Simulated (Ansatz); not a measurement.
ZrC (rock salt)

```cif
data_C4Zr4
_chemical_formula_sum 'C4 Zr4'
_space_group_name_H-M_alt 'Fm-3m'
_space_group_IT_number 225
_space_group_name_Hall '-F 4 2 3'
_cell_length_a 4.70874
_cell_length_b 4.70874
_cell_length_c 4.70874
_cell_angle_alpha 90.000
_cell_angle_beta 90.000
_cell_angle_gamma 90.000
loop_
_atom_site_label
_atom_site_type_symbol
_atom_site_symmetry_multiplicity
_atom_site_Wyckoff_symbol
_atom_site_fract_x
_atom_site_fract_y
_atom_site_fract_z
_atom_site_occupancy
C1 C 4 a 0.00000 0.00000 0.00000 1
Zr1 Zr 4 b 0.50000 0.50000 0.50000 1
```
(The calculation used a cell of 2 atoms; values per cell refer to that cell.)

This relaxed cell (volume V₀) is scaled evenly in all directions, its shape held. Symmetry pins the atoms to their sites.

The numbers are results of PBE (plane waves to 420 eV, PAW, scalar-relativistic; Ansatz, a program for electronic structure), not measurements. k mesh 17×17×17 (Γ-centred), Fermi-Dirac smearing 0.05 eV. E stands for the smeared free energy. ZrC is run without spin polarisation. ZrC was relaxed with its symmetry unable to fall. ΔE is measured from the relaxed starting cell.

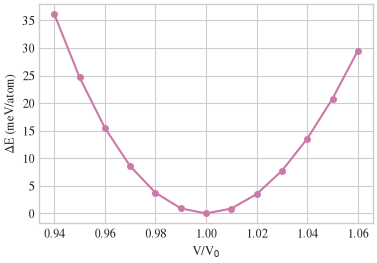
Fig. 1. ΔE (meV/atom) against V/V₀; one marker a computed point.

**Question.** What is ΔE at V/V₀ = 1.060?

**Answer.** About 30 meV/atom.

**Question.** What is ΔE at V/V₀ = 0.940?

**Answer.** About 36 meV/atom.

**Question.** What bulk modulus B₀ follows from a third-order Birch-Murnaghan fit?

**Answer.** About 220 GPa.

(Under strain, the slope of the energy per volume gives the stress and its curvature an elastic modulus.)
